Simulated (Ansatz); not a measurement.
# Electron scattering at the Σ3 (111) boundary in bcc Ta, starting shift (0.5, 0), part 2 of 3

Aim: the relaxed structure and the specific resistance of the Σ3 (111) boundary in bcc Ta, starting shift (0.5, 0).

Ansatz 0.2.0; Ansatz plane-wave DFT, PBE, PAW files; relaxation of a bicrystal slab with its lowest layers held; PAW set soft_1 (the session's first sound run).

So far: The structure; Relaxing the bicrystal.

### Step 2. Relaxing the bicrystal (continued)

The steps of the relaxation:

```
step  energy less that of the first step (eV)  largest force component (eV/Å)
   1                                   0.0000                          2.1207
   2                                  -0.9524                          0.7944
   3                                  -1.4396                          0.8843
   4                                  -1.8360                          0.9571
   5                                  -2.1504                          0.4836
   6                                  -2.4096                          0.3768
   7                                  -2.5929                          0.2200
   8                                  -2.6981                          0.2215
   9                                  -2.7641                          0.0989
  10                                  -2.7937                          0.0404
  11                                  -2.8061                          0.0629
  12                                  -2.8107                          0.0594
  13                                  -2.8134                          0.0337
  14                                  -2.8114                          0.1519
  15                                  -2.8147                          0.0086
  16                                  -2.8148                          0.0367
  17                                  -2.8150                          0.0301
  18                                  -2.8140                          0.0967
  19                                  -2.8148                          0.0409
  20                                  -2.8153                          0.0119
```

Relaxation steps 14, 18, 19 were tried and not accepted.

The run keeps the 2 symmetry operations that it works with, so distortions that break them were not tested.

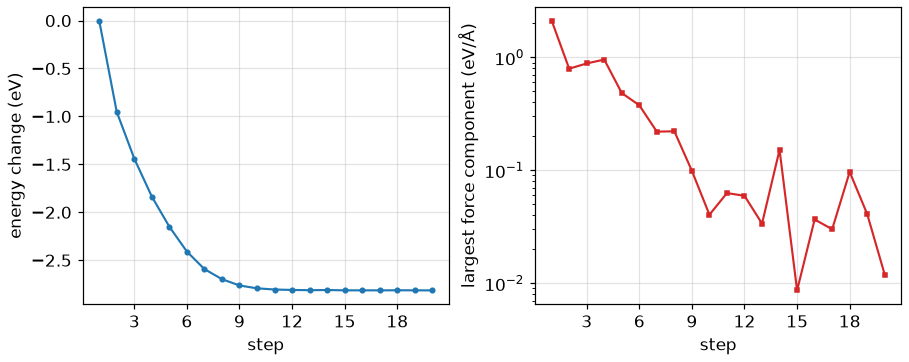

Energy and largest force along the relaxation.

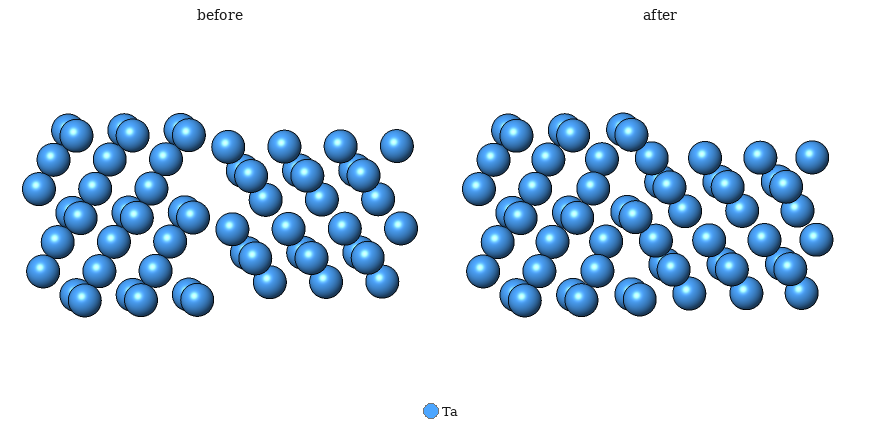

The structure before and after the relaxation, drawn at the same scale.

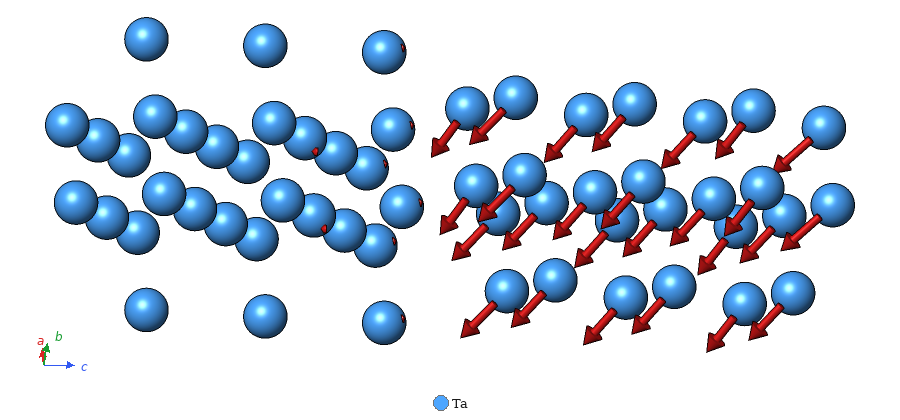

Displacements in the relaxation, scaled; the longest in the cell stands for 1.71 Å. 2×1×1 cells are drawn. Some periodic images of atoms are drawn too.

The atoms that moved most (Å):

```
atom     dx      dy      dz  length
Ta19  0.000  -1.267  -1.153   1.713
Ta11  0.000  -1.269  -1.001   1.616
Ta18  0.000  -1.267  -0.950   1.583
Ta12  0.000  -1.269  -0.946   1.583
Ta16  0.000  -1.268  -0.935   1.575
Ta15  0.000  -1.268  -0.903   1.557
Ta14  0.000  -1.267  -0.900   1.554
Ta13  0.000  -1.266  -0.888   1.547
```

Final coordinates:

```cif
data_structure
_symmetry_space_group_name_H-M 'P 1'
_symmetry_Int_Tables_number 1
_cell_length_a 4.6705
_cell_length_b 4.6705
_cell_length_c 29.3140
_cell_angle_alpha 90.000
_cell_angle_beta 90.000
_cell_angle_gamma 120.000
_cell_volume 553.78
loop_
_atom_site_label
_atom_site_type_symbol
_atom_site_fract_x
_atom_site_fract_y
_atom_site_fract_z
_atom_site_occupancy
Ta1 Ta 0.33333 0.66667 0.17057 1
Ta2 Ta 0.66667 0.33333 0.20309 1
Ta3 Ta 0.00000 0.00000 0.23561 1
Ta4 Ta 0.33333 0.66667 0.26813 1
Ta5 Ta 0.66666 0.33331 0.29822 1
Ta6 Ta 0.00002 0.00005 0.33395 1
Ta7 Ta 0.33332 0.66664 0.36888 1
Ta8 Ta 0.66716 0.33432 0.39124 1
Ta9 Ta 0.00488 0.00976 0.43500 1
Ta10 Ta 0.67569 0.35138 0.47749 1
Ta11 Ta 0.34315 0.68629 0.50098 1
Ta12 Ta 0.00981 0.01962 0.53539 1
Ta13 Ta 0.67682 0.35363 0.56988 1
Ta14 Ta 0.34339 0.68678 0.60201 1
Ta15 Ta 0.00988 0.01976 0.63444 1
Ta16 Ta 0.67658 0.35316 0.66586 1
Ta17 Ta 0.34333 0.68666 0.70343 1
Ta18 Ta 0.01004 0.02007 0.73040 1
Ta19 Ta 0.67672 0.35345 0.75600 1
```

This step gave:

```
free energy             : -188723.0772 eV
energy at zero smearing : -188722.6804 eV
Fermi energy            : 10.22 eV
```

The largest force component on a free atom ends at 0.012 eV/Å, under the tolerance of 0.03, after 20 steps.

### Step 3. Transmission across the boundary

This step: Ansatz plane-wave DFT, PBE, PAW files; ballistic transport by layer matching (Landauer), zero bias; boundary relaxed in a short slab, bulk layers laid on; PAW set soft_1 (Ansatz 0.2.0).

System of this step: Σ3 (111) boundary in bcc Ta, starting shift (0.5, 0). The cell holds 44 atoms: 44 Ta. Cell: a = 4.671 Å, b = 4.671 Å, c = 49.248 Å, α = 90.0°, β = 90.0°, γ = 120.0°. It derives from Ta. Regions: lower grain, 18 atoms (18 Ta); boundary, 11 atoms (11 Ta); upper grain, 15 atoms (15 Ta). Vacuum lies along c.

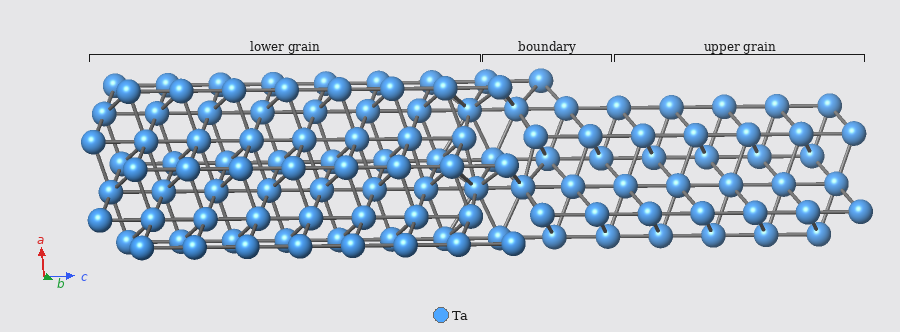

The cell of this step (tantalum blue). 2×1×1 cells are drawn. Some periodic images of atoms are drawn too.

Input file input.yaml:

```yaml
crystal:
  lattice:
    - [4.6705251426, 0.0, 0.0]
    - [-2.3352625713, 4.0447934225, 0.0]
    - [0.0, 0.0, 49.2483216342]
  atoms:
    - { symbol: Ta, position: [-7.6666666666, -15.3333333332, 0.081221042] }
    - { symbol: Ta, position: [-7.3333333332, -14.6666666665, 0.1005794063] }
    - { symbol: Ta, position: [-6.9999999999, -13.9999999998, 0.1199377706] }
    - { symbol: Ta, position: [-6.6666666666, -13.3333333332, 0.139296135] }
    - { symbol: Ta, position: [-6.3333333333, -12.6666666665, 0.1586544993] }
    - { symbol: Ta, position: [-5.9999999999, -11.9999999999, 0.1780128636] }
    - { symbol: Ta, position: [-5.6666666666, -11.3333333332, 0.1973712279] }
    - { symbol: Ta, position: [-5.3333333333, -10.6666666665, 0.2167295923] }
    - { symbol: Ta, position: [-4.9999999999, -9.9999999999, 0.2360879566] }
    - { symbol: Ta, position: [-4.6666666666, -9.3333333332, 0.2554463209] }
    - { symbol: Ta, position: [-4.3333333333, -8.6666666666, 0.2748046852] }
    - { symbol: Ta, position: [-4.0, -7.9999999999, 0.2941630496] }
    - { symbol: Ta, position: [-3.6666666666, -7.3333333333, 0.3135214139] }
    - { symbol: Ta, position: [-3.3333333333, -6.6666666666, 0.3328797782] }
    - { symbol: Ta, position: [-3.0, -5.9999999999, 0.3522381425] }
    - { symbol: Ta, position: [-2.6666666666, -5.3333333333, 0.3715965069] }
    - { symbol: Ta, position: [-2.3333333333, -4.6666666666, 0.3909548712] }
    - { symbol: Ta, position: [-2.0, -4.0, 0.4103132355] }
    - { symbol: Ta, position: [0.3333333334, 0.6666666667, 0.4296715998] }
    - { symbol: Ta, position: [0.6666556398, 0.3333112795, 0.4475774791] }
    - { symbol: Ta, position: [2.46005e-05, 4.92009e-05, 0.4688438469] }
    - { symbol: Ta, position: [0.3333181236, 0.6666362471, 0.4896361618] }
    - { symbol: Ta, position: [0.6671586239, 0.3343172478, 0.502948888] }
    - { symbol: Ta, position: [0.0048789787, 0.0097579574, 0.5289935717] }
    - { symbol: Ta, position: [0.675692121, 0.351384242, 0.5542876488] }
    - { symbol: Ta, position: [0.3431474859, -0.3137050282, 0.5682703524] }
    - { symbol: Ta, position: [0.0098084988, 0.0196169976, 0.5887479161] }
    - { symbol: Ta, position: [0.6768163561, 0.3536327121, 0.6092812288] }
    - { symbol: Ta, position: [0.343391601, -0.3132167979, 0.6284034931] }
    - { symbol: Ta, position: [-1.9899417323, -4.9798834646, 0.6477618575] }
    - { symbol: Ta, position: [-2.3232750656, -5.6465501313, 0.6671202218] }
    - { symbol: Ta, position: [-2.656608399, -6.3132167979, 0.6864785861] }
    - { symbol: Ta, position: [-2.9899417323, -6.9798834646, 0.7058369504] }
    - { symbol: Ta, position: [-3.3232750656, -7.6465501312, 0.7251953148] }
    - { symbol: Ta, position: [-3.6566083989, -8.3132167979, 0.7445536791] }
    - { symbol: Ta, position: [-3.9899417323, -8.9798834646, 0.7639120434] }
    - { symbol: Ta, position: [-4.3232750656, -9.6465501312, 0.7832704077] }
    - { symbol: Ta, position: [-4.6566083989, -10.3132167979, 0.8026287721] }
    - { symbol: Ta, position: [-4.9899417323, -10.9798834645, 0.8219871364] }
    - { symbol: Ta, position: [-5.3232750656, -11.6465501312, 0.8413455007] }
    - { symbol: Ta, position: [-5.6566083989, -12.3132167978, 0.860703865] }
    - { symbol: Ta, position: [-5.9899417323, -12.9798834645, 0.8800622294] }
    - { symbol: Ta, position: [-6.3232750656, -13.6465501312, 0.8994205937] }
    - { symbol: Ta, position: [-6.6566083989, -14.3132167978, 0.918778958] }
kpoints:
  mp_grid: { grid: [6, 6, 1] }
hamiltonian:
  xc: pbe
  pseudopotentials: { kind: paw, azcp: { folder: soft_1 } }
scf:
  occupations: { method: fermi_dirac, width: 0.1 }
output:
  transmission:
    leads: [[10, 11], [35, 36]]
    kmesh: [16, 16]
    e_range: [-0.1, 0.1]
    de: 0.05
  write_potential: true
  write_density: true
  volumetric_format: npy
  elf: true
```

Started as:

```console
> ansatz run input.yaml --threads 4 --pin off --max-ram 15360MiB --backend cpu --events-out ev --progress --plain --runs-dir out
```

Numbers of over 12 decimals in the logs are rounded to 6 here.

The program printed:

```text
[...]
Crystal: 44 atoms, lattice volume = 930.365 Å³
Basis set: ecut = 420 eV, 18171 PW (Γ)
Bands: 344, of which v1, the nominal top of the filled ones, is band 286 counted from 1 (285 counted from 0)
Symmetry: 2 space group operations
[...]
k-points: 13 of 36 (time reversal used)
[...]
SCF iter   1: F=—  HF=-437071.354454 eV  |F-HF|=—  |Δ(HF+E_count)|=         —  Δρ=5.17e-2  dr2=1.10e3  ethr=3.10e-3  ⟨swp⟩=8.0  Hψ=19171  notcnv=0  defer=25
[...]
SCF iter  12: F=-437053.995917 eV  HF=-437053.995917 eV  |F-HF|=1.36e-8  |Δ(HF+E_count)|=   1.73e-8  Δρ=9.70e-7  dr2=2.94e-8  ethr=1.75e-11  ⟨swp⟩=19.8  Hψ=18702  notcnv=0
SCF 1 converged in 12 iterations: F = -437053.995917 eV  dr2 = 2.94e-8
[...]
transmission: 463 of 4599 steps passed
transmission: 920 of 4599 steps passed
[...]
transmission: 4599 of 4599 steps passed
WARN: The output density's exchange-correlation potential varies sharply where the density is thin. Do not read a vacuum level from v_tot or v_xc, or from such a field of the output density. On a cell that repeats whose density bears no net charge and no dipole along the vacuum's axis use v_es (v_loc + v_h of the components); under efield.dipole_correction with no amplitude use v_es + v_field, which holds any externa [...]
SCF converged after 12 iterations
Free energy (F): -437053.995917 eV
[...]
Internal energy: -437052.021983 eV  (E = F + TS)
E sigma→0 (E₀):  -437053.008950 eV
Entropy (-TS):   -1.973934 eV (-44.862 meV/atom)
Fermi energy:    15.337142 eV
[...]
--- Band table (eV; the first three rows and the last of 13) ---
  k-point 0: bands = [... 282 lower, 14.9472, 15.0649, 15.0712, 15.2195, 15.2233, 15.2308, 15.4070, 15.4141, ... 54 higher]
  k-point 1: bands = [... 282 lower, 15.2055, 15.2509, 15.2576, 15.2935, 15.3650, 15.3984, 15.4971, 15.5119, ... 54 higher]
  k-point 2: bands = [... 282 lower, 15.4199, 15.4870, 15.5130, 15.5335, 15.5585, 15.6526, 15.6931, 15.7112, ... 54 higher]
  k-point 12: bands = [... 282 lower, 15.1513, 15.1714, 15.1865, 15.2185, 15.2462, 15.2721, 15.3223, 15.3984, ... 54 higher]
--- Transmission ---
  basis      : 163 plane waves across, 63 finite elements along
  points     : 73, standing for a mesh of 16 x 16
  energies   : 5 from -0.100000 to 0.100000 eV about the Fermi level, 0.050000 eV apart; the leads are filled to 0.000000 eV, and channels, transmission and decay are at 0.000000 eV
  crystal 0  : Ta2, at the sites [10, 11], period 1.9067 Å, over 18.11 Å; its Hamiltonian steps by up to 7.5 meV
    offset         : up to 0.0000 Å between an atom of the period and one for which it stands
    channels       : 4.441406e0 a spin
    conductance    : none, the energies end too early or step too widely for 300 K: set another output.transmission.e_range or a lower de, or, where they end at an eighth of basis.ecutwfc, a higher one
[...]
channels       : 4.441406e0 a spin
[...]
junction   : crystal 0 to crystal 1, 13.06 to 38.10 Å
    transmission   : 2.390633e0 a spin
[...]
```

It took 13 min on 4 threads of Arm Neoverse V1, shared host; peak memory 7.7 GiB; 45 min of CPU time.

In the SCF lines HF is the Harris–Foulkes energy and dr2 the Hartree energy of the density residual, in eV; the loop may stop once dr2 is under the threshold and the program's other checks hold. Hψ counts applications of the Hamiltonian.

This step gave:

```
free energy                                    : -437053.9959 eV
energy at zero smearing                        : -437053.0089 eV
Fermi energy                                   : 15.34 eV
cell area                                      : 18.89 Å²
transmission per spin nearest the Fermi level  : 2.391
open channels per spin nearest the Fermi level : 4.441
open channels per spin, upper lead             : 4.441
step of the lead's potential                   : 7.5 meV
step of the upper lead's potential             : 31.6 meV
```

Per spin. The transmission, zone mean by energy, zero at the Fermi level:

```
energy (eV)  transmission, zone mean
    -0.1000                     2.51
    -0.0500                     2.44
     0.0000                     2.39
     0.0500                     2.30
     0.1000                     2.17
```

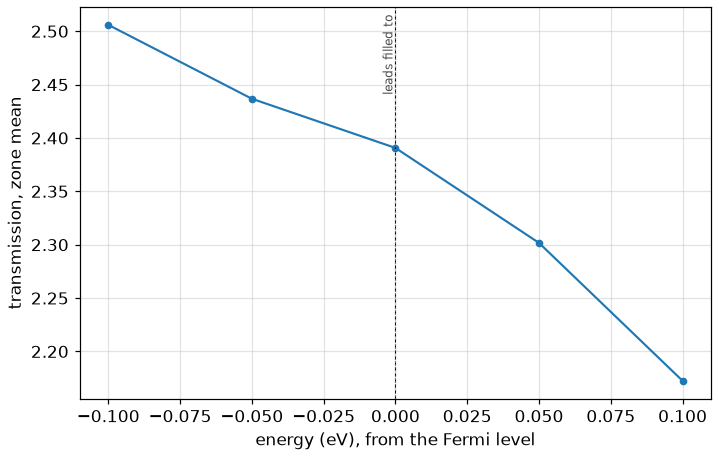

Transmission, zone mean, plotted against energy.

Per spin. Table of open channels, zone mean, lead = upper lead by energy, zero at the Fermi level:

```
energy (eV)  open channels, zone mean, lead = upper lead
    -0.1000                                         4.51
    -0.0500                                         4.44
     0.0000                                         4.44
     0.0500                                         4.18
     0.1000                                         3.97
```

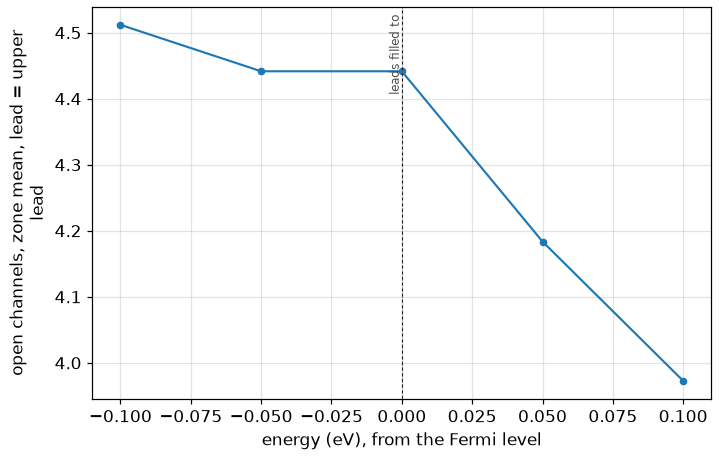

Open channels, zone mean, lead = upper lead, plotted against energy.

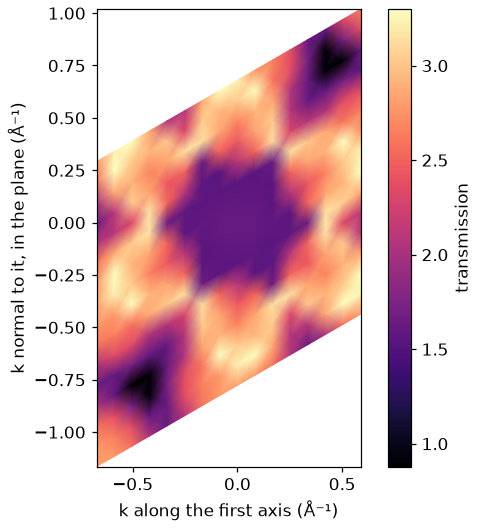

Transmission over k1 and k2. At 0.0000 eV from the Fermi level.

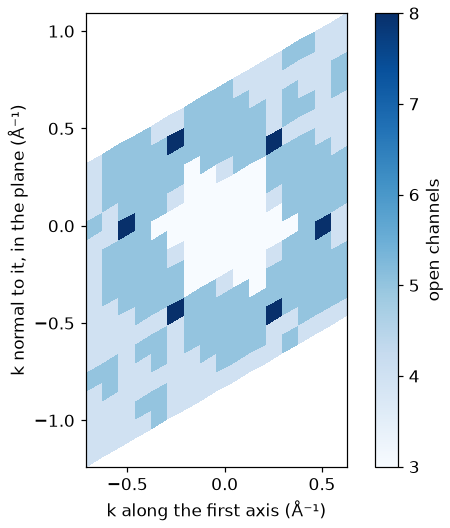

Open channels over k1 and k2. At 0.0000 eV from the Fermi level.

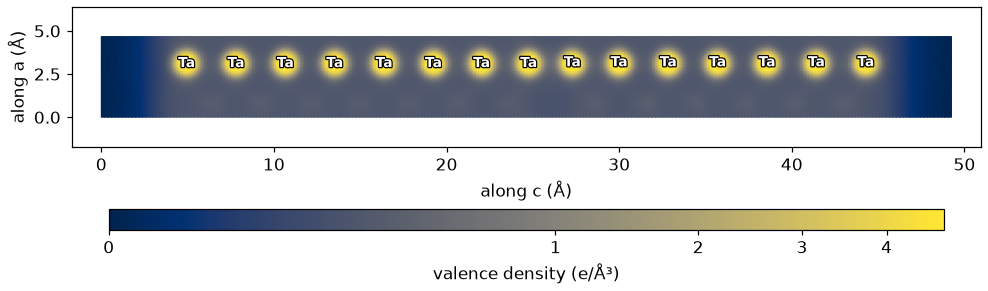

Valence density in the ca plane at fractional y = 0.333, with atoms of Ta within 0.2 Å of it. It is the smooth field of the valence electrons, not physical close to the nuclei. The colour scale is stretched toward low values.

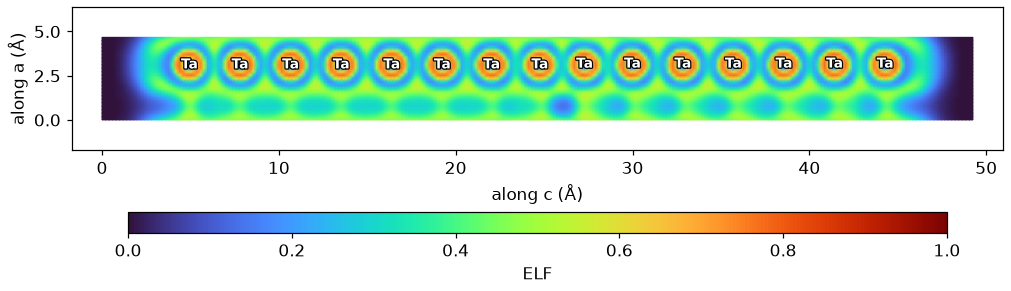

ELF in the ca plane at fractional y = 0.333, with atoms of Ta within 0.2 Å of it. It is the smooth field of the valence electrons, not physical close to the nuclei.

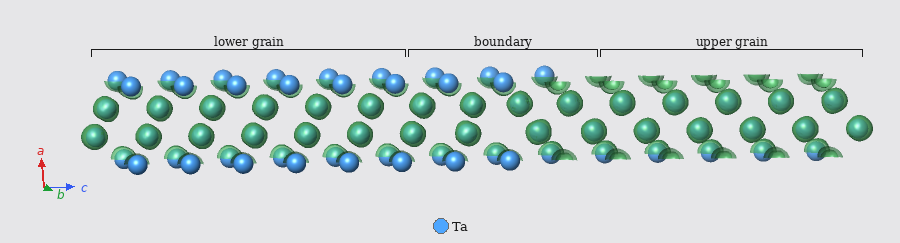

Surface of ELF = 0.72.

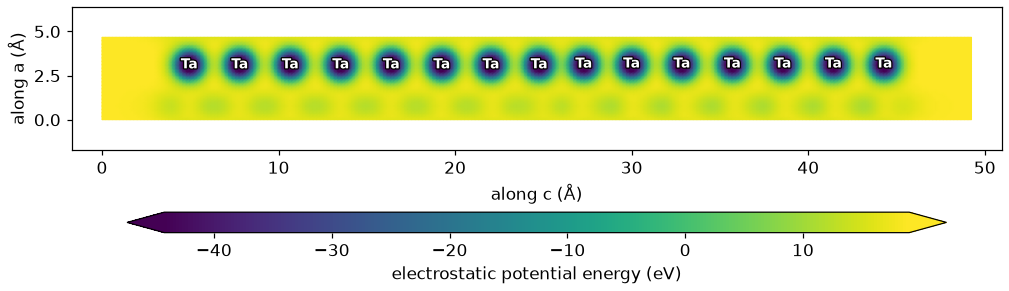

Electrostatic potential energy in the ca plane at fractional y = 0.333, with atoms of Ta within 0.2 Å of it. With pseudopotentials it is smooth inside the atoms' cores, unlike the true potential.

Over the solved energies the transmission per spin lies between 2.17 and 2.51, out of 4.31 channels of the lead on average (up to 4.51). The log calls the step of a lead's potential too much.

### Step 4. Specific resistance

This step: Ansatz plane-wave DFT, PBE, PAW files; ballistic transport by layer matching (Landauer), zero bias; specific resistance of the boundary; PAW set soft_1 (Ansatz 0.2.0).

This step gave:

- area resistance: 0.4668 fΩ m²
- T over the leads' mean channel count: 0.5479

Averaged over the energies near the Fermi level, 54.8 % of the channels pass, which makes 0.467 fΩ m².

By hand, with T and the leads' channels N averaged over the energies near the Fermi level: RA = A (h/2e²)(1/T − ½[1/N₁ + 1/N₂]) = 18.89×10⁻²⁰ m² × 12 906 Ω × (1/2.361 − ½[1/4.310 + 1/4.310]) = 0.467 fΩ m².

(Part 2 of 3 ends here.)

[Logs are printed without paths, hosts, clocks, repeated set-up lines and the standing remarks that a program may print on its own settings, such as how far it seeks lower states.]

[Hosts, paths, dates, database ids (printed as entryN), source tags and the programs' standing remarks are cut or masked in the printed files.]
